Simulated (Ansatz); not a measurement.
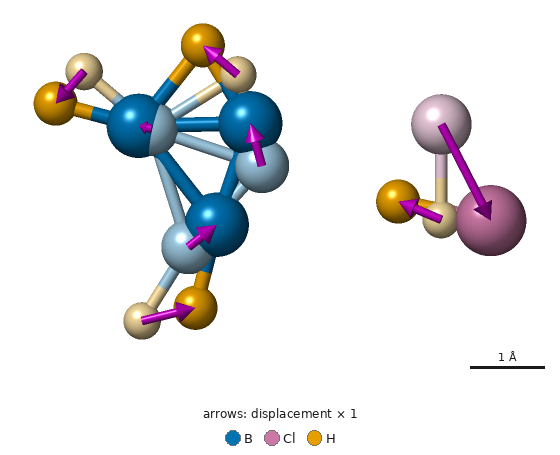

A relaxation of B3H4Cl. The starting structure is drawn faded, the final one solid; purple arrows show the displacements, at their true length. The two geometries are superimposed by the best rigid fit.

Style: ball-and-stick. Shown face on.

It is one of the separated reactants of a reaction.

Method: RKS PBE0-D4/def2-TZVP in Ansatz.

Input file:
```yaml
crystal:
  periodic: [false, false, false]
  atoms:
    - {symbol: B, position_ang: [-0.165263, 1.330216, -0.249587]}
    - {symbol: B, position_ang: [0.175786, -0.192956, 0.066866]}
    - {symbol: B, position_ang: [-1.242221, 0.031825, -0.385948]}
    - {symbol: Cl, position_ang: [1.867985, -1.908869, 0.865657]}
    - {symbol: H, position_ang: [-2.397391, 0.007562, -0.713950]}
    - {symbol: H, position_ang: [0.013975, 2.518145, -0.360605]}
    - {symbol: H, position_ang: [0.786892, -2.610510, 0.689051]}
    - {symbol: H, position_ang: [1.033576, 0.755757, 0.182376]}
basis:
  gaussian: {orbitals: def2-TZVP}
hamiltonian: {xc: pbe0, dispersion: d4}
relax: {f_tol: 0.005, max_steps: 200}
```

Launched with:
```bash
ansatz run in.yaml --threads 2 --pin off --events-out ev --progress --plain --max-ram 4352MiB
```

Q: Describe the change and its energy.

A: The atom that moves furthest after the best rigid fit is Cl4 (1.48 Å). By element the largest moves are Cl 1.48 Å, H 0.76 Å, B 0.60 Å. Among the contacts that change: B2–Cl4 2.539 → 3.552 Å, B1–B2 1.593 → 1.535 Å, B2–H8 1.284 → 1.244 Å, B2–B3 1.505 → 1.467 Å. Bond angles that change, for instance: B3–B2–H8 123.1° → 130.0°, H6–B1–H8 107.8° → 114.1°, B2–B3–H5 170.1° → 176.0°. After 37 accepted moves (41 points after the start) the energy has fallen by 11.3 kJ/mol. Largest force component: 0.84 eV/Å at the start, 0.0041 eV/Å at the end. The line search rejected the trial steps at points 6, 11, 22, 38 of the run. The forces were under the threshold at step 33, but the run went on from there.

Limits of the set-up: the start holds two separate molecules, 2.5 Å apart at their closest, whose relative position is a soft coordinate.
